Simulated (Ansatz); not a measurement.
**Convergence study of the k-point mesh at a smearing width of 0.02 eV for LaBi (I4mm, 2 atoms in the cell)**

```yaml
crystal:
  lattice:
    - [0.00000, 3.34826, 3.34826]
    - [3.34826, 0.00000, 3.34826]
    - [3.34826, 3.34826, 0.00000]
  atoms:
    - { symbol: La, position: [0.50747, 0.50747, 0.49253] }
    - { symbol: Bi, position: [0.00000, 0.00000, 0.00000] }
```

Level of theory: PBEsol, default PAW files made with PBE (plane waves; Ansatz, an electronic-structure program).

Base settings: basis.ecutwfc = 30.9 Ry; kpoints.mp_grid.grid = 9 9 9; hamiltonian.xc = pbesol; hamiltonian.pseudopotentials = {kind: paw} (the program's default PAW files); scf.occupations.method = gaussian; scf.occupations.width = 0.0073 Ry.

In this ladder: scf.occupations.width = 0.0015 Ry.

Only quantities that move along the ladder and can be compared are tabulated.

The count of work is k-points × plane waves × bands × iterations; it is no time. Core times come from one kind of shared machine, to one figure; runs under 30 s give none.

The starting cell comes from a database of computed structures (which also holds hypothetical and non-ambient phases and stackings), without a prior relaxation at this level. Its lattice was rescaled by up to half a per cent. One atom was moved a little off its site on purpose. Ansatz's pressure includes its estimate of the finite-basis (Pulay) stress.

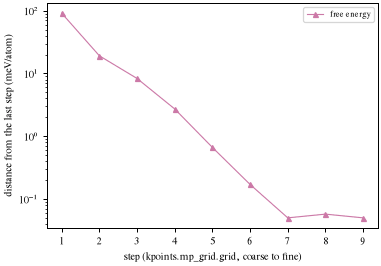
Figure: Distance from the last step along the ladder; very small values are drawn at a floor.

| kpoints.mp_grid.grid | free energy less the last step's (meV/atom) | pressure (GPa) | largest difference of a force vector from the last step's (eV/Å) | count of work / last | core time / last (rough) |
|---|---|---|---|---|---|
| 3 3 3 | 91.27 | -2.80 | 0.070 | 0.0094 | – |
| 4 4 4 | 19.11 | -2.83 | 0.016 | 0.020 | – |
| 5 5 5 | 8.32 | -2.83 | 0.039 | 0.028 | – |
| 6 6 6 | 2.72 | -2.83 | 0.003 | 0.047 | – |
| 8 8 8 | 0.66 | -2.84 | 0.006 | 0.092 | – |
| 9 9 9 | 0.17 | -2.87 | 0.004 | 0.12 | – |
| 11 11 11 | -0.04 | -2.88 | 0.004 | 0.20 | – |
| 14 14 14 | -0.06 | -2.87 | 0.003 | 0.38 | 0.4 |
| 17 17 17 | -0.01 | -2.87 | 0.001 | 0.63 | 0.6 |
| 20 20 20 | 0.00 | -2.87 | 0.000 | 1.0 | 1 |

Coarsest kpoints.mp_grid.grid that holds the free energy within 2 meV/atom of the last step, with all finer ones: 8 8 8, at 0.092 of the last step's count of work; the step before is off by 2.7 meV/atom.

Coarsest kpoints.mp_grid.grid that holds the forces within 0.01 eV/Å of the last step, with all finer ones: 6 6 6, at 0.047 of the last step's count of work; the step before is off by 0.039 eV/Å.

Coarsest kpoints.mp_grid.grid that holds the pressure within 0.05 GPa of the last step, with all finer ones: 4 4 4, at 0.020 of the last step's count of work; the step before is off by 0.07 GPa.

Keys are those of Ansatz 0.2.
